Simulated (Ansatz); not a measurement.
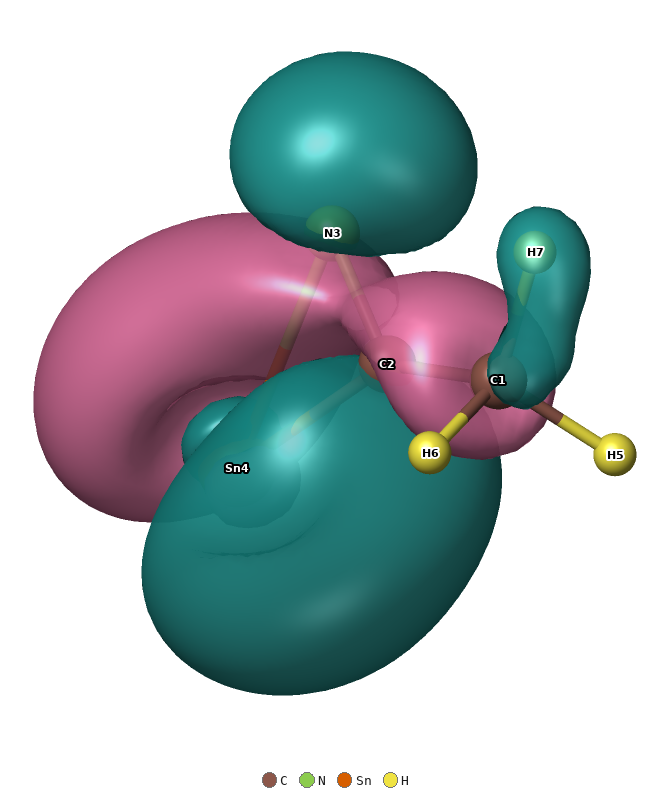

The picture shows: C2H3NSn (SMILES C[C]1=[Sn]=[N]1). The HOMO at ±0.1 Å⁻³ᐟ² (teal and pink are the two phases), seen at an oblique angle.

Geometry: r2SCAN-D4/def2-SVP; core potentials replace the inner electrons of Sn.

The calculation used isolated molecule in a Gaussian basis; Kohn-Sham density functional theory, functional PBE0 in Ansatz.

```yaml
atoms:
  - { symbol: C, position_ang: [1.0416, -0.0165, -1.2216] }
  - { symbol: C, position_ang: [-0.4040, 0.3330, -1.3305] }
  - { symbol: N, position_ang: [-1.0276, 1.3983, -1.0570] }
  - { symbol: Sn, position_ang: [-2.4622, -0.1035, -1.8132] }
  - { symbol: H, position_ang: [1.4315, -0.3108, -2.2085] }
  - { symbol: H, position_ang: [1.1677, -0.8870, -0.5591] }
  - { symbol: H, position_ang: [1.6228, 0.8358, -0.8308] }
```

Describe this orbital and give its energy.

Answer. By Hirshfeld shares it lies mainly on Sn4 (about 45 %), N3 (about 30 %) and C2 (about 20 %). Its energy is −5.30 eV.
